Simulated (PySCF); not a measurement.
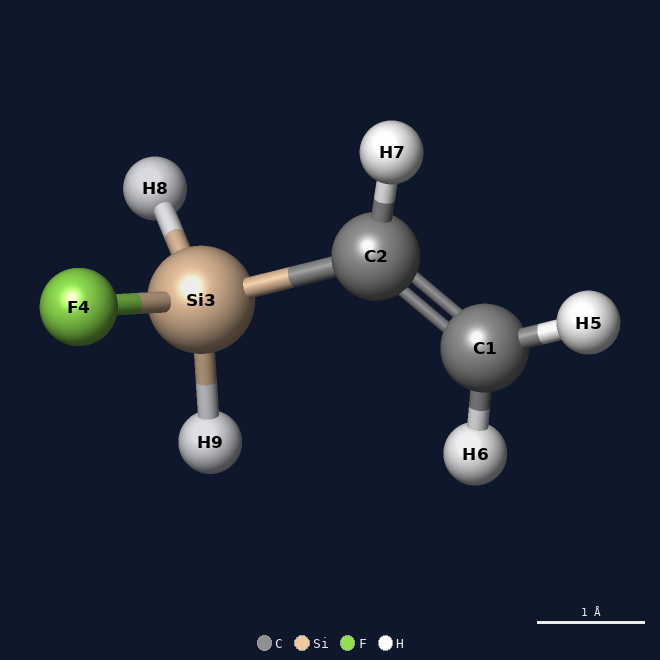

Atoms carry their numbers in the input. Computed geometry: PBE0-D3(BJ)/def2-SVP optimisation. No frequency run is at hand to confirm it as a minimum.

List the bonds and their lengths.

| bond | length (Å) | order |
| --- | --- | --- |
| C1–C2 | 1.339 | double |
| C1–H5 | 1.096 | single |
| C1–H6 | 1.096 | single |
| C2–Si3 | 1.856 | single |
| C2–H7 | 1.098 | single |
| Si3–F4 | 1.629 | single |
| Si3–H8 | 1.490 | single |
| Si3–H9 | 1.490 | single |
